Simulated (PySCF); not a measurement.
## A study: CoI$_{2}$, quartet

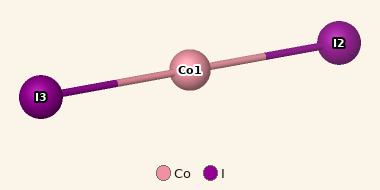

The molecule, with its atoms numbered as below. No frequency check shows the geometry to be a minimum.

Cartesian coordinates (Å):

```
Co1      0.0003    0.0000    0.0000
I2      -2.3533    0.0000    0.0000
I3       2.3532    0.0000    0.0000
```

### 1. Bonding charge

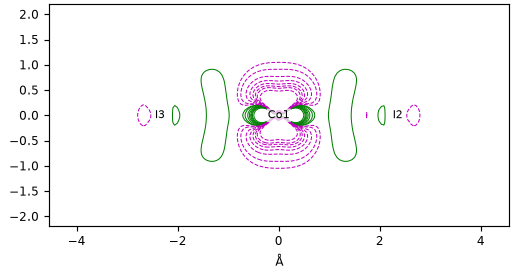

Deformation density (molecule less spherical, spin-averaged free atoms) in the molecular plane; contours at ±0.05 to ±0.8 e/Å³; solid green lines: gain, dashed magenta lines: loss.

Computed with PySCF, CAM-B3LYP/def2-SVP, geometry: GFN2-xTB. Core potentials replace the inner electrons of I; spin–orbit coupling isn't included. This is a single-reference result, which may miss multireference character in this system. The stability of the open-shell solution wasn't checked. GFN2-xTB doesn't know the spin state, so this open-shell geometry is rough.

Q: Describe the bonding that the map shows.

A: Co1–I3 and Co1–I2: +0.07 e/Å³ at the bond critical point (bond length 2.35 Å, Mayer order 1.3). In all, 1.1 electrons gather in the regions of gain relative to the promolecule. A small or negative value marks a very polar bond, one between electron-rich atoms, whose free-atom densities already overlap strongly, a long bond to a heavier atom, or a closed-shell contact such as a hydrogen bond.

Q: Where do the Hirshfeld charges lie?

A: The highest Hirshfeld charge is on Co1 (+0.51 e), the lowest on I2 and I3 (−0.26 e).

```
atom  charge (e)
 Co1       +0.51
  I2       −0.26
  I3       −0.26
```

### 2. Bond critical points

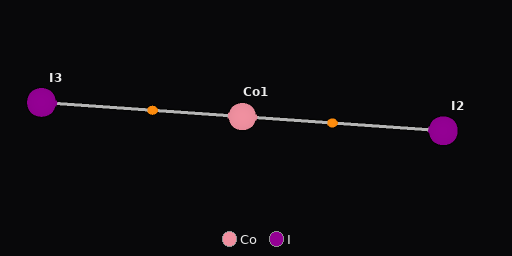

Molecular graph of the electron density (QTAIM): bond paths, bond critical points (orange), ring points (yellow, if any); weak paths are dashed.

Q: How many critical points of each kind are there, and does the count close?

A: 3 nuclei, 2 bond, 0 ring and 0 cage critical points: 3 − 2 + 0 − 0 = 1, as the Poincaré–Hopf relation requires.

Q: What does the calculation give at each kind of bond critical point?

A:
| bond | length (Å) | ρ (a.u.) | ∇²ρ (a.u.) | ε | H (a.u.) |
| --- | --- | --- | --- | --- | --- |
| Co1–I3 (2 alike) | 2.353 | 0.086 | +0.17 | 0.00 | −0.027 |

Q: What kind of interaction is Co1–I3?

A: Polar or intermediate (positive Laplacian, negative energy density H): ρ = 0.086, ∇²ρ = +0.17, H = −0.027 a.u.

### 3. Local ionisation energy

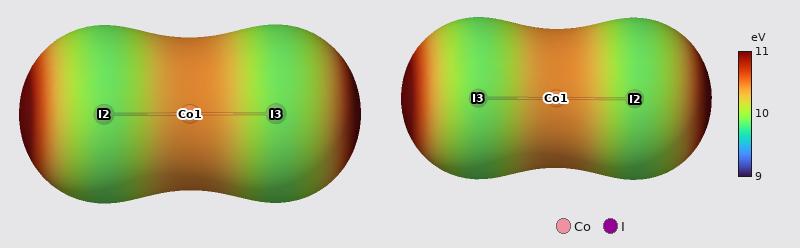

Average local ionisation energy on the surface of electron density 0.001 a.u. (back view left, front view right).

Q: Where are the most loosely bound electrons on this surface?

A: The lowest value is 9.9 eV, off the molecular plane, over I2 (2.4 Å), and at like points elsewhere. For comparison, the highest occupied orbital lies at −9.0 eV.

Q: What volume does the surface enclose, and what is the dipole moment?

A: About 134 Å³; the dipole moment is 0.0 D.

### 4. Spin density

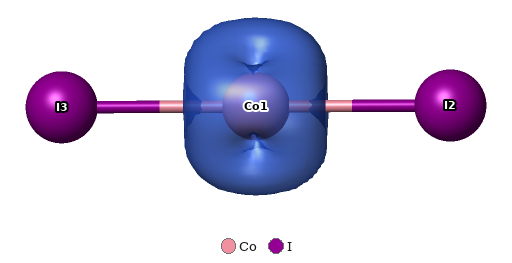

Spin density ρα − ρβ at ±0.05 e/Å³ (blue: excess α, red: excess β).

Q: Give the atomic spin populations that go with this picture.

A: Hirshfeld spin populations: Co1 +2.63 and I2 and I3 +0.19. ⟨S²⟩ = 3.76, against 3.75 for a pure state.

### 5. In an electric field

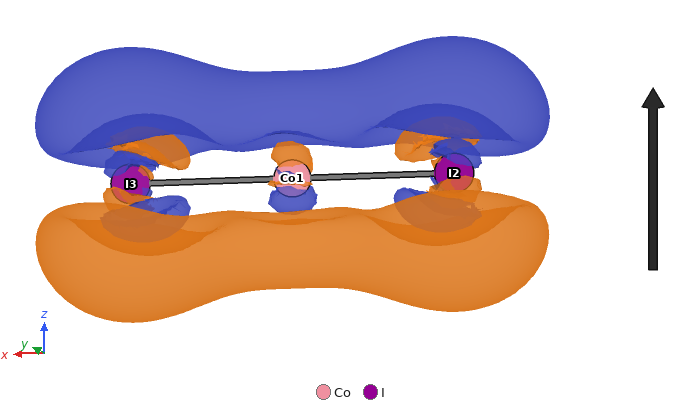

Change of the electron density in a uniform field of 0.51 V/Å along +z (arrow), surfaces at ±0.003 e/Å³ (orange: gain, blue: loss).

PySCF calculation, B3LYP/def2-TZVP, gas phase; geometry: GFN2-xTB. Core potentials replace the inner electrons of I; spin–orbit coupling isn't included. This is a single-reference result, which may miss multireference character in this system. A basis without diffuse functions makes polarisabilities too small. The stability of the open-shell solution wasn't checked. GFN2-xTB doesn't know the spin state, so this open-shell geometry is rough.

The field was applied in both directions; the picture shows the one opposite to the script's first.

Q: How large is the response?

A: The induced dipole is 1.57 D (along the field); α along this axis, from the fields in both directions, is 62 bohr³ (9.1 Å³).
